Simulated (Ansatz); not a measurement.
Input

```
crystal:
  periodic: [false, false, false]
  atoms:
    - {symbol: Ga, position_ang: [0.085188, -1.582751, 2.458954]}
    - {symbol: Ga, position_ang: [2.019839, 1.113704, -0.952912]}
    - {symbol: Ga, position_ang: [-1.329117, 1.419563, -1.139764]}
    - {symbol: As, position_ang: [0.377144, 0.820899, 1.300136]}
    - {symbol: As, position_ang: [0.443946, -0.197018, -2.410205]}
    - {symbol: As, position_ang: [0.181691, -1.235728, -0.241562]}
    - {symbol: As, position_ang: [-1.778690, -0.338669, 0.985352]}
basis:
  gaussian: {orbitals: def2-TZVPD, initial_orbitals: start.molden}
total_charge: -1
hamiltonian: {xc: pbe0, dispersion: d4}
scf: {omitted_lower_state_checks: [starts]}
output: {orbitals: {seedname: orbitals}}
```

Command:

```sh
ansatz run in.yaml --threads 4 --pin off --events-out ev --progress --plain --max-ram 6963MiB
```

Geometry: PBE0-D4/def2-SVP.

These are results of RKS PBE0-D4/def2-TZVPD in Ansatz 0.2.0, not measurements.

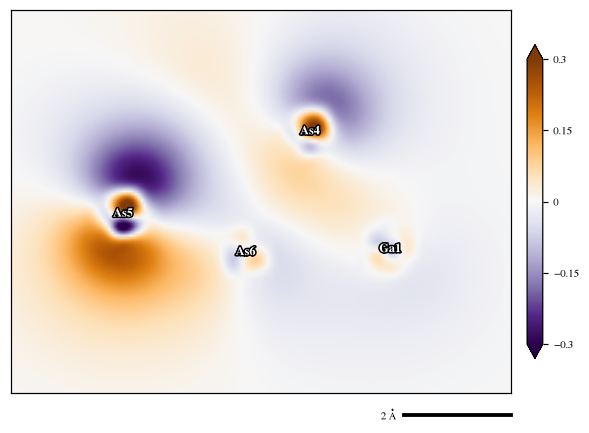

As$_{4}$Ga$_{3}$ (charge −1). The HOMO−1 on the plane of atoms As4, As6 and As5 (values in Å⁻³ᐟ²; the overall sign is arbitrary).

Q: Where does this orbital lie, and at what energy?

A: It lies mainly on As5 (about 35 %), Ga2 (about 35 %), As4 (about 10 %) and As7 (about 10 %). Its energy is −1.65 eV.
